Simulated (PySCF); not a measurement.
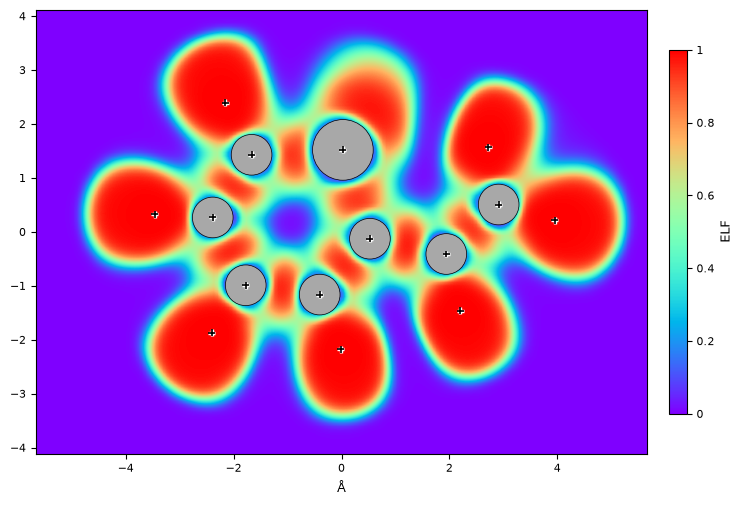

The ELF on a plane through atoms (crosses mark nuclei in the plane; grey discs cover the cores).

Theory: PySCF 2.14.0, PBE0/def2-SVPD, SCF density, gas phase.

Candidates:
A. C2H9PSi (SMILES CC[SiH2]P)
B. C7H7S (SMILES C=Cc1cccc[s+]1) (charge +1)
C. C3H6O2 (SMILES COCC=O)

Q: Which system is this?

A: Candidate B: C7H7S on the molecular plane, which holds C, S and H. C–C (1.34 Å): the ELF peaks at about 0.95 between the atoms: a short, multiple covalent bond. C–S (1.70 Å): the ELF peaks at about 0.95 between the atoms; localised, covalent bonding.
